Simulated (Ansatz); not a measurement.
# CH5BClNO: two torsions, part 1 of 2

A grid of calculations on CH5BClNO, SMILES OCNBCl, to see where the energy is lowest and how it rises around there.

The runs use Ansatz 0.2.0; RKS PBE0-D4/def2-SVP.

## Step 1: The system as given

SMILES `OCNBCl`, 10 atoms, charge 0, spin multiplicity 1.

Atoms are counted from 1 here; the program's logs count them from 0.

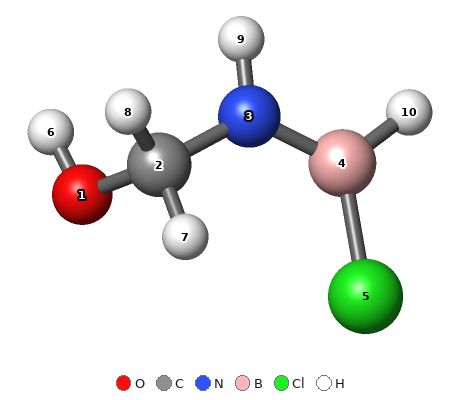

As it starts; oxygen red, carbon grey, nitrogen blue, boron pink, chlorine green, hydrogen white; atoms are numbered from 1 in the order of the file.

As a file:

```
O    -0.6560    1.4423    1.0319
C    -0.5092    0.0559    0.8354
N     0.5622   -0.3096   -0.0784
B     0.4825   -0.5519   -1.4589
Cl   -1.0841   -0.5405   -2.2969
H     0.1161    1.7607    1.5350
H    -1.4615   -0.2934    0.3925
H    -0.3482   -0.4859    1.7985
H     1.4962   -0.3334    0.3402
H     1.4852   -0.7953   -2.0964
```

This geometry comes from a loose relaxation at PBE in a small basis, which is not shown.

## Step 2: Geometry optimisation

Contents of input.yaml:

```yaml
crystal:
  periodic: [false, false, false]
  atoms:
    - { symbol: O, position_ang: [-0.656017, 1.442252, 1.031918] }
    - { symbol: C, position_ang: [-0.509167, 0.055914, 0.835372] }
    - { symbol: "N", position_ang: [0.562242, -0.309551, -0.078357] }
    - { symbol: B, position_ang: [0.482465, -0.551859, -1.458894] }
    - { symbol: Cl, position_ang: [-1.084144, -0.540504, -2.296881] }
    - { symbol: H, position_ang: [0.116105, 1.760701, 1.534962] }
    - { symbol: H, position_ang: [-1.46146, -0.293437, 0.392493] }
    - { symbol: H, position_ang: [-0.34821, -0.485878, 1.798503] }
    - { symbol: H, position_ang: [1.496227, -0.333414, 0.340208] }
    - { symbol: H, position_ang: [1.485159, -0.795325, -2.096425] }
basis:
  gaussian: { orbitals: def2-SVP }
hamiltonian:
  xc: pbe0
  dispersion: d4
output:
  forces: true
relax:
  f_tol: 0.003
  max_steps: 120
```

Started as:

```bash
$ ansatz run input.yaml --threads 1 --pin off --max-ram 2560MiB --backend cpu --events-out ev --progress --plain --runs-dir out
```

The log of the run:

```text
Warning: RAYON_NUM_THREADS=1 ignored (pool sized by the plan → 1); use --threads N
The last accepted step is kept in <dir> (removed where the run ends without a failure and the disk answers)
Engine: ansatz 0.2.0, x86_64-unknown-linux-gnu
Functional definition: PBE0
  parameter a = 0.25
  parameter kappa = 0.804
  parameter beta = 0.06672455060314922
  exchange = (1 - a)*pbe_x(kappa = kappa, mu = beta*pi^2/3) + a*exact_x
  correlation = pbe_c(beta = beta)
1080 factors; integrals over basis functions are off by at most 3.5e-4 eV
mean field evaluation 1: about -17833.1822 eV, gradient 5.1e1 eV
mean field evaluation 2: about -17828.5091 eV, gradient 6.9e1 eV
mean field evaluation 4: about -17838.3262 eV, gradient 2.9e0 eV
mean field evaluation 8: about -17838.3939 eV, gradient 8.9e-2 eV
mean field evaluation 16: about -17838.3939 eV, gradient 5.9e-5 eV
mean field -17838.39387312 eV, -655.5488835395 hartree, gradient 5.9e-5 eV, S^2 0.000000; 0 other end points of the search recorded, 0 dependent functions left out
the calculation of the forces begins
reference -17838.39389734 eV, -655.5488844297 hartree; 24, 24 occupied and 75, 75 virtual orbitals, 1080 factors
relax step   1: F+E_penalty+E_count = -17838.55368661 eV  Δ(F+E_penalty+E_count) = +0.000e0 eV  max|allowed force component| = 5.886e-1 eV/Å  Δτ_max = 0.0000 Å  (26 SCF iters, accepted)
these checks for a lower state are left out or cut short: starts, cluster_reference, orbital_swaps, neighbouring_geometries, increment
1080 factors; integrals over basis functions are off by at most 3.4e-4 eV
mean field -17838.41140399 eV, -655.5495277872 hartree, gradient 9.4e-6 eV, S^2 0.000000; 0 other end points of the search recorded, 0 dependent functions left out
the calculation of the forces begins
reference -17838.41142805 eV, -655.5495286713 hartree; 24, 24 occupied and 75, 75 virtual orbitals, 1080 factors
relax step   2: F+E_penalty+E_count = -17838.57190621 eV  Δ(F+E_penalty+E_count) = -1.822e-2 eV  max|allowed force component| = 1.818e-1 eV/Å  Δτ_max = 0.0189 Å  (32 SCF iters, accepted)
these checks for a lower state are left out or cut short: starts, cluster_reference, orbital_swaps, neighbouring_geometries, increment
1080 factors; integrals over basis functions are off by at most 3.3e-4 eV
mean field -17838.41307939 eV, -655.5495893568 hartree, gradient 9.2e-6 eV, S^2 0.000000; 0 other end points of the search recorded, 0 dependent functions left out
the calculation of the forces begins
reference -17838.41310338 eV, -655.5495902386 hartree; 24, 24 occupied and 75, 75 virtual orbitals, 1080 factors
relax step   3: F+E_penalty+E_count = -17838.57382518 eV  Δ(F+E_penalty+E_count) = -1.919e-3 eV  max|allowed force component| = 4.990e-2 eV/Å  Δτ_max = 0.0087 Å  (25 SCF iters, accepted)
these checks for a lower state are left out or cut short: starts, cluster_reference, orbital_swaps, neighbouring_geometries, increment
1080 factors; integrals over basis functions are off by at most 3.3e-4 eV
mean field evaluation 32: about -17838.4129 eV, gradient 1.8e-3 eV
mean field -17838.41290059 eV, -655.5495827861 hartree, gradient 1.4e-5 eV, S^2 0.000000; 0 other end points of the search recorded, 0 dependent functions left out
the calculation of the forces begins
reference -17838.41292457 eV, -655.5495836675 hartree; 24, 24 occupied and 75, 75 virtual orbitals, 1080 factors
relax step   4: F+E_penalty+E_count = -17838.57364320 eV  Δ(F+E_penalty+E_count) = +1.820e-4 eV  max|allowed force component| = 7.695e-2 eV/Å  Δτ_max = 0.0108 Å  (24 SCF iters, rejected (line search))
these checks for a lower state are left out or cut short: starts, cluster_reference, orbital_swaps, neighbouring_geometries, increment
1080 factors; integrals over basis functions are off by at most 3.3e-4 eV
mean field -17838.41325512 eV, -655.5495958147 hartree, gradient 1.0e-5 eV, S^2 0.000000; 0 other end points of the search recorded, 0 dependent functions left out
the calculation of the forces begins
reference -17838.41327912 eV, -655.5495966968 hartree; 24, 24 occupied and 75, 75 virtual orbitals, 1080 factors
relax step   5: F+E_penalty+E_count = -17838.57401117 eV  Δ(F+E_penalty+E_count) = -1.860e-4 eV  max|allowed force component| = 2.496e-2 eV/Å  Δτ_max = 0.0054 Å  (24 SCF iters, accepted)
these checks for a lower state are left out or cut short: starts, cluster_reference, orbital_swaps, neighbouring_geometries, increment
1080 factors; integrals over basis functions are off by at most 3.3e-4 eV
mean field -17838.41320289 eV, -655.5495938955 hartree, gradient 1.4e-5 eV, S^2 0.000000; 0 other end points of the search recorded, 0 dependent functions left out
the calculation of the forces begins
reference -17838.41322690 eV, -655.5495947776 hartree; 24, 24 occupied and 75, 75 virtual orbitals, 1080 factors
relax step   6: F+E_penalty+E_count = -17838.57402512 eV  Δ(F+E_penalty+E_count) = -1.395e-5 eV  max|allowed force component| = 2.325e-2 eV/Å  Δτ_max = 0.0075 Å  (24 SCF iters, accepted)
these checks for a lower state are left out or cut short: starts, cluster_reference, orbital_swaps, neighbouring_geometries, increment
1080 factors; integrals over basis functions are off by at most 3.3e-4 eV
mean field -17838.41325943 eV, -655.5495959732 hartree, gradient 9.5e-6 eV, S^2 0.000000; 0 other end points of the search recorded, 0 dependent functions left out
the calculation of the forces begins
reference -17838.41328343 eV, -655.5495968552 hartree; 24, 24 occupied and 75, 75 virtual orbitals, 1080 factors
relax step   7: F+E_penalty+E_count = -17838.57406151 eV  Δ(F+E_penalty+E_count) = -3.639e-5 eV  max|allowed force component| = 5.245e-3 eV/Å  Δτ_max = 0.0027 Å  (22 SCF iters, accepted)
these checks for a lower state are left out or cut short: starts, cluster_reference, orbital_swaps, neighbouring_geometries, increment
1080 factors; integrals over basis functions are off by at most 3.3e-4 eV
mean field -17838.41323725 eV, -655.5495951583 hartree, gradient 1.3e-5 eV, S^2 0.000000; 0 other end points of the search recorded, 0 dependent functions left out
the calculation of the forces begins
reference -17838.41326125 eV, -655.5495960403 hartree; 24, 24 occupied and 75, 75 virtual orbitals, 1080 factors
relax step   8: F+E_penalty+E_count = -17838.57408552 eV  Δ(F+E_penalty+E_count) = -2.400e-5 eV  max|allowed force component| = 4.258e-3 eV/Å  Δτ_max = 0.0085 Å  (24 SCF iters, accepted)
these checks for a lower state are left out or cut short: starts, cluster_reference, orbital_swaps, neighbouring_geometries, increment
1080 factors; integrals over basis functions are off by at most 3.3e-4 eV
mean field evaluation 64: about -17838.4132 eV, gradient 7.6e-6 eV
mean field -17838.41319982 eV, -655.5495937825 hartree, gradient 7.6e-6 eV, S^2 0.000000; 0 other end points of the search recorded, 0 dependent functions left out
the calculation of the forces begins
reference -17838.41322382 eV, -655.5495946645 hartree; 24, 24 occupied and 75, 75 virtual orbitals, 1080 factors
relax step   9: F+E_penalty+E_count = -17838.57409411 eV  Δ(F+E_penalty+E_count) = -8.597e-6 eV  max|allowed force component| = 3.171e-3 eV/Å  Δτ_max = 0.0064 Å  (24 SCF iters, accepted)
these checks for a lower state are left out or cut short: starts, cluster_reference, orbital_swaps, neighbouring_geometries, increment
1080 factors; integrals over basis functions are off by at most 3.3e-4 eV
mean field -17838.41318169 eV, -655.5495931163 hartree, gradient 2.6e-5 eV, S^2 0.000000; 0 other end points of the search recorded, 0 dependent functions left out
the calculation of the forces begins
reference -17838.41320569 eV, -655.5495939984 hartree; 24, 24 occupied and 75, 75 virtual orbitals, 1080 factors
relax step  10: F+E_penalty+E_count = -17838.57409563 eV  Δ(F+E_penalty+E_count) = -1.512e-6 eV  max|allowed force component| = 1.746e-3 eV/Å  Δτ_max = 0.0027 Å  (23 SCF iters, accepted)
1080 factors; integrals over basis functions are off by at most 3.3e-4 eV
mean field -17838.41318169 eV, -655.5495931163 hartree, gradient 2.6e-5 eV, S^2 0.000000; 1 other end points of the search recorded, 0 dependent functions left out
the calculation of the forces begins
reference -17838.41320569 eV, -655.5495939984 hartree; 24, 24 occupied and 75, 75 virtual orbitals, 1080 factors
Total energy: -17838.57411963 eV, -655.5555074765 hartree
Atom 0 at    -0.656164     1.421410     1.017757 Å, force     0.000831     0.001452     0.000578 eV/Å
Atom 1 at    -0.505386     0.049050     0.832330 Å, force     0.000828    -0.001115     0.000033 eV/Å
Atom 2 at     0.559930    -0.312615    -0.070935 Å, force    -0.000306    -0.000609    -0.001334 eV/Å
Atom 3 at     0.480661    -0.540465    -1.444476 Å, force     0.001008     0.001746     0.000591 eV/Å
Atom 4 at    -1.076453    -0.508142    -2.281238 Å, force    -0.000504    -0.000447     0.000088 eV/Å
Atom 5 at     0.113129     1.758905     1.488610 Å, force    -0.001409    -0.001256    -0.000776 eV/Å
Atom 6 at    -1.450176    -0.309272     0.402727 Å, force     0.000154     0.000432     0.000339 eV/Å
Atom 7 at    -0.341314    -0.476506     1.792836 Å, force     0.000127     0.000425    -0.000161 eV/Å
Atom 8 at     1.484433    -0.348175     0.344987 Å, force    -0.000612    -0.000083     0.000641 eV/Å
Atom 9 at     1.474541    -0.785292    -2.079699 Å, force    -0.000117    -0.000545     0.000001 eV/Å
Dipole moment:     0.488282    -0.058792     0.586819 e Å
```

Run time: 73 s. Hardware: 1 thread of Intel Xeon Platinum 8375C at 2.90GHz (Ice Lake), shared host; peak memory 0.23 GiB.

The steps of the relaxation:

```tsv
step	energy from step 1 (eV)	largest force component (eV/Å)
1	0.0000	0.5886
2	-0.0182	0.1818
3	-0.0201	0.0499
4	-0.0200	0.0770
5	-0.0203	0.0250
6	-0.0203	0.0232
7	-0.0204	0.0052
8	-0.0204	0.0043
9	-0.0204	0.0032
10	-0.0204	0.0017
```

Distances of close pairs at the start and the end, largest changes first:

```tsv
bond	before (Å)	after (Å)	change (Å)
O1–C2	1.408	1.393	-0.015
C2–N3	1.455	1.443	-0.012
O1–H6	0.975	0.963	-0.012
C2–H8	1.117	1.107	-0.010
N3–H9	1.024	1.014	-0.009
N3–B4	1.404	1.395	-0.009
C2–H7	1.107	1.098	-0.009
B4–Cl5	1.777	1.768	-0.009
```

## Step 3: Setting up the map

The axes are (1) dihedral C2–N3–B4–Cl5: 15 values from −180 to 156 °, periodic; (2) dihedral O1–C2–N3–B4: 15 values from −180 to 156 °, periodic.

Nothing else is relaxed (all other coordinates rigid). Energies count from the relaxed molecule at the same level. Points are written as (first, second).

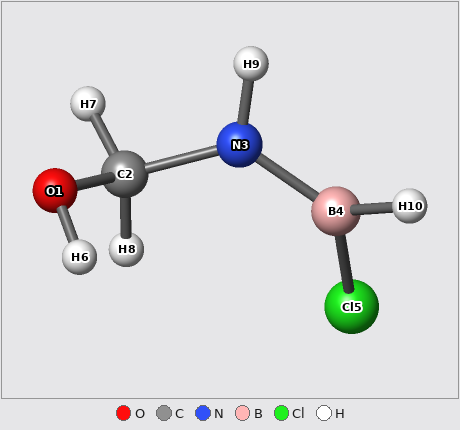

The geometry at (36°, 108°).

Below, 3 of the grid's runs; all are launched alike.

## Step 4: Point (−180°, 108°)

Contents of input.yaml:

```yaml
crystal:
  periodic: [false, false, false]
  atoms:
    - { symbol: O, position_ang: [-0.656164, 1.42141, 1.017757] }
    - { symbol: C, position_ang: [-0.505386, 0.04905, 0.83233] }
    - { symbol: "N", position_ang: [0.55993, -0.312615, -0.070935] }
    - { symbol: B, position_ang: [1.78998, -0.891369, 0.240243] }
    - { symbol: Cl, position_ang: [2.966546, -1.258677, -1.027274] }
    - { symbol: H, position_ang: [0.113129, 1.758905, 1.48861] }
    - { symbol: H, position_ang: [-1.450176, -0.309272, 0.402727] }
    - { symbol: H, position_ang: [-0.341314, -0.476506, 1.792836] }
    - { symbol: H, position_ang: [0.355777, -0.175951, -1.055113] }
    - { symbol: H, position_ang: [2.060781, -1.170623, 1.380388] }
basis:
  gaussian: { orbitals: def2-SVP }
hamiltonian:
  xc: pbe0
  dispersion: d4
output:
  forces: true
```

Started as:

```bash
$ ansatz run input.yaml --threads 1 --pin off --max-ram 2560MiB --backend cpu --events-out ev --progress --plain --runs-dir out
```

The log of the run, cut to the lines that bear on the results:

```text
Warning: RAYON_NUM_THREADS=1 ignored (pool sized by the plan → 1); use --threads N
[...]
[... 1 set-up line as earlier in the session ...]
[...]
980 factors; integrals over basis functions are off by at most 1.1e-3 eV
[...]
mean field -17838.49355357 eV, -655.5525467283 hartree, gradient 4.3e-5 eV, S^2 0.000000; 0 other end points of the search recorded, 0 dependent functions left out
[...]
reference -17838.49357732 eV, -655.5525476011 hartree; 24, 24 occupied and 75, 75 virtual orbitals, 980 factors
Total energy: -17838.64316654 eV, -655.5580449039 hartree
Atom 0 at    -0.656164     1.421410     1.017757 Å, force    -0.101009    -0.058792    -0.147224 eV/Å
Atom 1 at    -0.505386     0.049050     0.832330 Å, force     0.178496     0.031404     0.097857 eV/Å
Atom 2 at     0.559930    -0.312615    -0.070935 Å, force     0.276645    -0.256848    -0.121161 eV/Å
Atom 3 at     1.789980    -0.891369     0.240243 Å, force    -0.225305     0.015989     0.252032 eV/Å
Atom 4 at     2.966546    -1.258677    -1.027274 Å, force    -0.068676     0.028598    -0.031017 eV/Å
Atom 5 at     0.113129     1.758905     1.488610 Å, force     0.064366    -0.056810    -0.003880 eV/Å
Atom 6 at    -1.450176    -0.309272     0.402727 Å, force    -0.155987     0.025968     0.076352 eV/Å
Atom 7 at    -0.341314    -0.476506     1.792836 Å, force     0.066451    -0.034837    -0.112412 eV/Å
Atom 8 at     0.355777    -0.175951    -1.055113 Å, force    -0.078054     0.252369    -0.054317 eV/Å
Atom 9 at     2.060781    -1.170623     1.380388 Å, force     0.043073     0.052958     0.043771 eV/Å
Dipole moment:    -0.216794     0.050789     0.135157 e Å
```

It took 3.2 s on 1 thread of Intel Xeon Platinum 8375C at 2.90GHz (Ice Lake), shared host; peak memory 0.2 GiB.

Energy on the map's scale: −7 kJ/mol.

## Step 5: Point (36°, 108°)

input.yaml: that of step 4 with these lines changed.

```diff
@@ -7,3 +7,3 @@
     - { symbol: B, position_ang: [1.78998, -0.891369, 0.240243] }
-    - { symbol: Cl, position_ang: [2.966546, -1.258677, -1.027274] }
+    - { symbol: Cl, position_ang: [1.928568, -2.086877, 1.535377] }
     - { symbol: H, position_ang: [0.113129, 1.758905, 1.48861] }
@@ -12,3 +12,3 @@
     - { symbol: H, position_ang: [0.355777, -0.175951, -1.055113] }
-    - { symbol: H, position_ang: [2.060781, -1.170623, 1.380388] }
+    - { symbol: H, position_ang: [2.784366, -0.567187, -0.357544] }
 basis:
```

Started as:

```bash
$ ansatz run input.yaml --threads 1 --pin off --max-ram 2560MiB --backend cpu --events-out ev --progress --plain --runs-dir out
```

The log of the run, cut to the lines that bear on the results:

```text
Warning: RAYON_NUM_THREADS=1 ignored (pool sized by the plan → 1); use --threads N
[...]
[... 1 set-up line as earlier in the session ...]
[...]
982 factors; integrals over basis functions are off by at most 1.2e-3 eV
[...]
mean field -17838.08665430 eV, -655.5375934561 hartree, gradient 4.8e-5 eV, S^2 0.000000; 0 other end points of the search recorded, 0 dependent functions left out
[...]
reference -17838.08667840 eV, -655.5375943416 hartree; 24, 24 occupied and 75, 75 virtual orbitals, 982 factors
Total energy: -17838.24460407 eV, -655.5433980030 hartree
Atom 0 at    -0.656164     1.421410     1.017757 Å, force    -0.002186    -0.039609    -0.203563 eV/Å
Atom 1 at    -0.505386     0.049050     0.832330 Å, force    -0.220133    -0.490836    -0.030605 eV/Å
Atom 2 at     0.559930    -0.312615    -0.070935 Å, force    -0.319018     0.036977     0.187943 eV/Å
Atom 3 at     1.789980    -0.891369     0.240243 Å, force     0.275700     0.022460    -0.012027 eV/Å
Atom 4 at     1.928568    -2.086877     1.535377 Å, force     0.116579     0.210187     0.323730 eV/Å
Atom 5 at     0.113129     1.758905     1.488610 Å, force     0.057877    -0.044783     0.001404 eV/Å
Atom 6 at    -1.450176    -0.309272     0.402727 Å, force    -0.223537     0.069284     0.136244 eV/Å
Atom 7 at    -0.341314    -0.476506     1.792836 Å, force     0.049960    -0.038480    -0.145198 eV/Å
Atom 8 at     0.355777    -0.175951    -1.055113 Å, force     0.218514     0.713917     0.028839 eV/Å
Atom 9 at     2.784366    -0.567187    -0.357544 Å, force     0.046245    -0.439118    -0.286766 eV/Å
Dipole moment:    -0.073504     0.122049    -0.135749 e Å
```

It took 3.5 s on 1 thread of Intel Xeon Platinum 8375C at 2.90GHz (Ice Lake), shared host; peak memory 0.2 GiB.

That is 32 kJ/mol from the zero.

## Step 6: Grid point (36°, 36°)

Contents of input.yaml:

```yaml
crystal:
  periodic: [false, false, false]
  atoms:
    - { symbol: O, position_ang: [-0.656164, 1.42141, 1.017757] }
    - { symbol: C, position_ang: [-0.505386, 0.04905, 0.83233] }
    - { symbol: "N", position_ang: [0.55993, -0.312615, -0.070935] }
    - { symbol: B, position_ang: [1.796844, 0.310758, -0.23299] }
    - { symbol: Cl, position_ang: [2.651682, 1.004155, 1.150581] }
    - { symbol: H, position_ang: [0.113129, 1.758905, 1.48861] }
    - { symbol: H, position_ang: [-1.450176, -0.309272, 0.402727] }
    - { symbol: H, position_ang: [-0.341314, -0.476506, 1.792836] }
    - { symbol: H, position_ang: [0.400817, -1.157754, -0.608881] }
    - { symbol: H, position_ang: [2.292685, 0.405296, -1.326814] }
basis:
  gaussian: { orbitals: def2-SVP }
hamiltonian:
  xc: pbe0
  dispersion: d4
output:
  forces: true
```

Started as:

```bash
$ ansatz run input.yaml --threads 1 --pin off --max-ram 2560MiB --backend cpu --events-out ev --progress --plain --runs-dir out
```

The log of the run, cut to the lines that bear on the results:

```text
Warning: RAYON_NUM_THREADS=1 ignored (pool sized by the plan → 1); use --threads N
[...]
[... 1 set-up line as earlier in the session ...]
[...]
981 factors; integrals over basis functions are off by at most 1.1e-3 eV
[...]
mean field -17837.98293883 eV, -655.5337819827 hartree, gradient 1.5e-5 eV, S^2 0.000000; 0 other end points of the search recorded, 0 dependent functions left out
[...]
reference -17837.98296227 eV, -655.5337828441 hartree; 24, 24 occupied and 75, 75 virtual orbitals, 981 factors
Total energy: -17838.14979484 eV, -655.5399138282 hartree
Atom 0 at    -0.656164     1.421410     1.017757 Å, force     0.078780    -0.331930    -0.279142 eV/Å
Atom 1 at    -0.505386     0.049050     0.832330 Å, force     0.127572    -0.029900     0.719170 eV/Å
Atom 2 at     0.559930    -0.312615    -0.070935 Å, force     0.024541    -0.082854    -0.255346 eV/Å
Atom 3 at     1.796844     0.310758    -0.232990 Å, force    -0.068050    -0.010579    -0.305565 eV/Å
Atom 4 at     2.651682     1.004155     1.150581 Å, force    -0.102678     0.496548     0.182176 eV/Å
Atom 5 at     0.113129     1.758905     1.488610 Å, force     0.117376    -0.062660     0.107346 eV/Å
Atom 6 at    -1.450176    -0.309272     0.402727 Å, force    -0.064141    -0.069061     0.008799 eV/Å
Atom 7 at    -0.341314    -0.476506     1.792836 Å, force    -0.193897     0.075203     0.224147 eV/Å
Atom 8 at     0.400817    -1.157754    -0.608881 Å, force    -0.307511     0.406075    -0.498502 eV/Å
Atom 9 at     2.292685     0.405296    -1.326814 Å, force     0.388009    -0.390842     0.096918 eV/Å
Dipole moment:    -0.156745    -0.420960    -0.012429 e Å
```

Run time: 4.8 s. Hardware: 1 thread of Intel Xeon Platinum 8375C at 2.90GHz (Ice Lake), shared host; peak memory 0.2 GiB.

That is 41 kJ/mol from the zero.

(Continued in part 2 of 2.)
